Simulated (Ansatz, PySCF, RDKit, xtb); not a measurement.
# SnNH2F: from the formula to a structure

Task: start from the formula SnNH2F, draw up candidate structures, narrow them down in stages, and characterise the one that lies lowest at 298.15 K.

The funnel: GFN2-xTB relaxations, single points with a density functional, relaxations at BLYP-D3(BJ)/def2-SVP, harmonic vibrations, and a last energy at a higher level. All values are calculated.

6 further runs of the same task are left out: 6 set aside as unsound or not needed.

### 1 Drawing up candidates

A program enumerates the bonding patterns with one Lewis structure each (two rings at most, one unusual centre or charged pair), with their diastereomers. O–O, O–halogen and N–halogen bonds and N–N–N chains are not drawn. That gives 3 candidates.

| label | SMILES | spin |
| --- | --- | --- |
| c046 | [NH2][Sn][F] | singlet |
| c227 | [NH]=[SnH][F] | singlet |
| c920 | [NH2][Sn][F] | triplet |

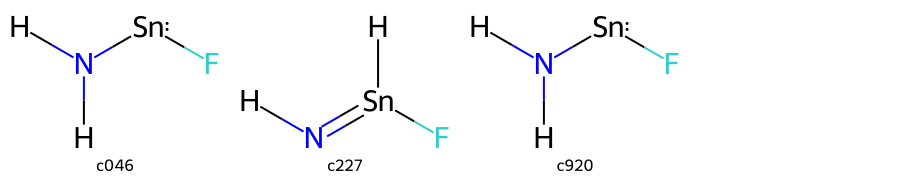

Structural formulas of the candidates.

Candidates are built by distance geometry, with a force field where one applies, in up to four conformers (letters a to d). 4 starts with atoms placed at random are added, to find patterns that the rules miss.

**Question.** With final energies at CCSD(T)/def2-TZVPP, which structure will this search put lowest in free energy, and by what margin?

| quantity | value |
| --- | --- |
| lowest structure found | [NH2][Sn][F], singlet, Cs |
| next finalist | [NH]=[SnH][F], singlet, 61.7 kcal/mol higher in G |
| share at equilibrium, among the finalists | 100.0 % |
| harmonic wavenumbers, lowest and highest (BLYP-D3(BJ)/def2-SVP) | 163 and 3531 cm⁻¹ |
| rotational constants, same geometry | 0.2978, 0.2167, 0.1254 cm⁻¹ |
| dipole moment (PBE0/def2-TZVPD) | 3.13 D |
| HOMO energy (PBE0/def2-TZVPD) | -7.47 eV |
| LUMO energy (PBE0/def2-TZVPD) | -2.12 eV |
| HOMO–LUMO gap (PBE0/def2-TZVPD) | 5.35 eV |
| lowest excitation (TD-B3LYP/def2-SVPD) | 4.56 eV (f = 0.063) |
| strongest of the states computed, same level | 6.36 eV (f = 0.152) |
| lowest triplet excitation, same level, Tamm-Dancoff | 3.24 eV |
| vertical ionisation energy | 9.50 eV |
| vertical electron affinity | 0.36 eV |
| vertical triplet less singlet | +3.45 eV |

`[NH2][Sn][F]` comes out lowest. Among the finalists first place is clear (61.7 kcal/mol); structures outside the list aren't covered. HF/STO-3G, r2SCAN-D4/def2-SVP, BLYP-D3(BJ)/def2-SVP, HF/def2-TZVPP and MP2/def2-TZVPP already put its bonding pattern lowest among the structures in one piece. A large T1 diagnostic among the finalists warns that one reference determinant may not suffice. It concerns: the finalist [NH]=[SnH][F] (singlet). Spin-orbit coupling, which matters for elements this heavy, is left out. Lowest found is not proven lowest: the search is finite, and each finalist counts with one conformer. The lowest isomer need not be the one that is made and kept in a bottle, which depends on barriers.
